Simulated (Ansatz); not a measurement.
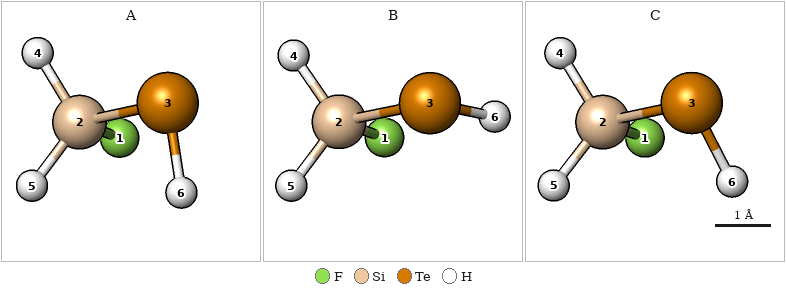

3 geometries from a converged minimum-energy path of SiH₃TeF, shuffled. The picture is a ball-and-stick view, seen from a free direction.

Computed with RKS revPBE-D4/def2-SVP (Ansatz). Set-up: 5 movable images; climbing image; force threshold 0.05 eV/Å; iteration limit 60; starting path by image-dependent pair potential.

Q: Which frame is the transition state?

A: B. In order along the path, whose images run from 0 to 6: A (image 0, 0.00 kcal/mol), C (image 1, +0.58 kcal/mol), B (image 3, +2.65 kcal/mol). The motion is a rotation about the Si2–Te3 bond by about 155°. No bond forms or breaks between the ends. Among the angles between lasting bonds that change up to the highest image: Te3–Si2–H4 106.0° → 111.2°, F1–Si2–Te3 112.6° → 107.5°.
